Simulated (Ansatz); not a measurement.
# Convergence study of the plane-wave cutoff for NiRh (R3m, 2 atoms in the cell)

```
CELL_PARAMETERS angstrom
      1.31807     0.76099     4.12404
     -1.31807     0.76099     4.12404
      0.00000    -1.52198     4.12404
ATOMIC_POSITIONS crystal
  Ni 0.00404 0.00404 0.00404
  Rh 0.50000 0.50000 0.50000
```

Method: LDA (PW92), default PAW files made with PBE (plane waves; Ansatz, an electronic-structure program).

Base settings: basis.ecutwfc = 30.9 Ry; kpoints.mp_grid.grid = 14 14 14; hamiltonian.xc = lda; hamiltonian.pseudopotentials = {kind: paw} (the program's default PAW files); scf.occupations.method = gaussian; scf.occupations.width = 0.0073 Ry.

The second cell is the first with its lattice scaled by 0.98.

The mesh stays at the base's, so the ladder's end is converged at best in this setting alone.

The first pressure column holds Ansatz's estimate of the finite-basis (Pulay) stress, which hides part of the cutoff error; the other is without it.

Only quantities that move along the ladder and can be compared are tabulated.

The count of work is k-points × plane waves × bands × iterations; it is no time. 

The starting cell comes from a database of computed structures (which also holds hypothetical and non-ambient phases and stackings), without a prior relaxation at this level. Its lattice was rescaled by up to half a per cent. One atom was moved a little off its site on purpose. Spin polarisation is off. In the base run, with a pressure of about -12 GPa the cell is away from its equilibrium volume at this level.

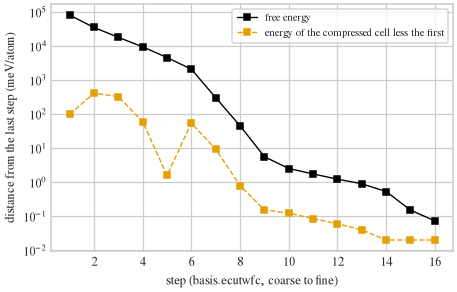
*Distance from the last step along the ladder; very small values are drawn at a floor.*

```csv
basis.ecutwfc,free energy less the last step's (meV/atom),energy of the compressed cell less the first (meV/atom),pressure (GPa),pressure without the Pulay estimate (GPa),largest difference of a force vector from the last step's (eV/Å),count of work / last
10.7 Ry,80518.77,77.05,-75.19,-3561.88,5.735,0.092
12.5 Ry,35013.71,-431.89,-123.79,-1813.43,0.540,0.092
14 Ry,18004.65,-349.73,-72.54,-1038.26,1.269,0.11
15.4 Ry,9442.06,-81.79,-25.41,-615.28,1.019,0.12
16.9 Ry,4572.87,-20.39,-6.53,-338.40,0.339,0.14
18.4 Ry,2086.95,31.96,1.32,-180.12,0.098,0.15
21.7 Ry,302.41,-12.64,-10.41,-45.48,0.051,0.18
24.6 Ry,45.20,-21.18,-12.13,-18.66,0.016,0.19
27.9 Ry,5.60,-21.82,-12.13,-12.77,0.001,0.23
30.9 Ry,2.51,-21.85,-12.13,-12.22,0.000,0.27
33.8 Ry,1.74,-21.89,-12.13,-12.20,0.000,0.30
37.1 Ry,1.22,-21.91,-12.14,-12.17,0.000,0.36
41.5 Ry,0.90,-21.94,-12.14,-12.17,0.000,0.41
46.3 Ry,0.53,-21.96,-12.15,-12.18,0.000,0.50
54 Ry,0.15,-21.97,-12.15,-12.16,0.000,0.71
61.7 Ry,0.07,-21.97,-12.15,-12.15,0.000,0.77
74.2 Ry,0.00,-21.97,-12.15,-12.15,0.000,1.0
```

Coarsest basis.ecutwfc that holds the pressure within 0.1 GPa of the last step, with all finer ones: 24.6 Ry, at 0.19 of the last step's count of work; the step before is off by 1.7 GPa.

Coarsest basis.ecutwfc that holds the forces within 0.005 eV/Å of the last step, with all finer ones: 27.9 Ry, at 0.23 of the last step's count of work; the step before is off by 0.016 eV/Å.

Coarsest basis.ecutwfc that holds the pressure without the Pulay estimate within 0.2 GPa of the last step, with all finer ones: 30.9 Ry, at 0.27 of the last step's count of work; the step before is off by 0.62 GPa.

The energy difference between the two cells stays within 1 meV/atom of the last step's from 24.6 Ry on, the total only from 41.5 Ry on: much of the error is common to both cells and cancels.

At the lowest cutoff the pressure without the Pulay estimate lies 3550 GPa under the last step's, the usual sign of Pulay stress in an incomplete plane-wave basis.

Keys are those of Ansatz 0.2.
